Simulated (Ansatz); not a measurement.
# GeHNO (SMILES [NH]=[Ge]=[O]): what the fields show

Input

```
crystal:
  periodic: [false, false, false]
  atoms:
    - {symbol: Ge, position_ang: [1.399562, 3.046078, 0.017294]}
    - {symbol: "N", position_ang: [0.286427, 1.973681, -0.640400]}
    - {symbol: O, position_ang: [2.575990, 3.768151, 0.861716]}
    - {symbol: H, position_ang: [-0.313728, 2.393167, -1.357228]}
basis:
  gaussian:
    orbitals: def2-TZVPD
hamiltonian:
  xc: pbe0
output:
  forces: true
  orbitals: {seedname: orbitals}
```

Run with:

```sh
ansatz run input.yaml --threads 1 --pin off --max-ram 2610MiB --events-out events.jsonl --progress --plain --runs-dir runs
```

Geometry: PBE0-D3(BJ)/def2-SVP.

Method: isolated molecule in a Gaussian basis; Kohn-Sham density functional theory, functional PBE0 in Ansatz.

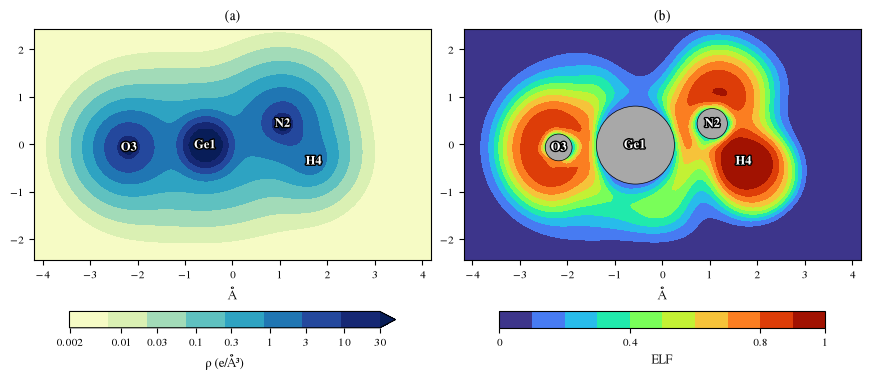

Figure 1. (a) electron density; (b) ELF on the molecular plane. Grey discs cover the atomic cores in the ELF map.

Question: What do the fields say about this system?

Answer: The section cuts through Ge, N, O and H sites. Ge–O (1.62 Å): the density is about 1.4 e/Å³ at the midpoint; the ELF peaks at about 0.75 in the valence shell of O, 0.6 Å from its nucleus, and is about 0.30 at the midpoint. Ge–N (1.68 Å): ρ at the midpoint is about 1.3 e/Å³; the ELF peaks at about 0.75 in the valence shell of N, 0.6 Å from its nucleus, and is about 0.40 at the midpoint. N–H (1.02 Å): the density is about 2.8 e/Å³ at the midpoint; the ELF climbs to about 1 towards the hydrogen, as it does in any bond to H (an ordinary covalent bond to hydrogen). The ELF also peaks beside O3 and N2, away from the bonds: lone-pair regions.

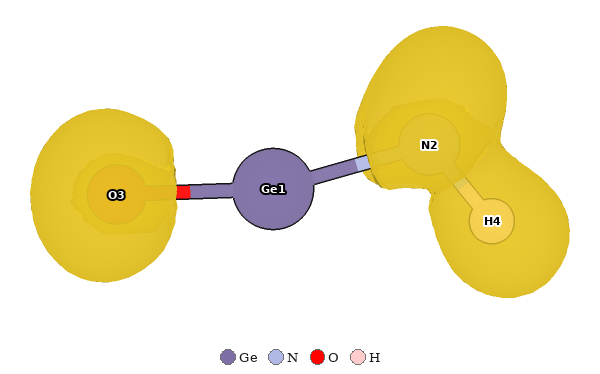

Figure 2. Isosurface of the ELF at 0.75 (yellow), seen across its widest extent. Core shells and regions of very low density are left out.

Question: Describe the localisation domains.

Answer: At this value the surface marks out one region wrapped around O (its valence shell) and one joined region spread over several atoms (H, N), in which their bonds and any lone pairs are merged.

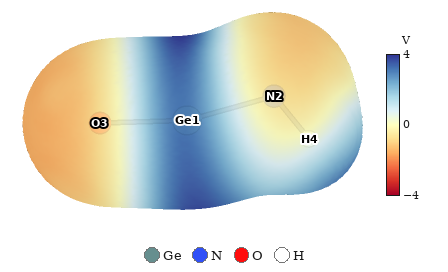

Figure 3. The molecular electrostatic potential painted on the density surface at 0.004 e/bohr³, seen across its widest extent; red is negative and blue positive.

Question: Where is the surface potential most negative and most positive?

Answer: The most negative region (about −1.6 V) lies over O3, the most positive (about +3.9 V) over Ge1. O3 is the likeliest acceptor of a hydrogen bond.

Question: How polar is the molecule by this calculation?

Answer: Its dipole moment is 2.42 D.
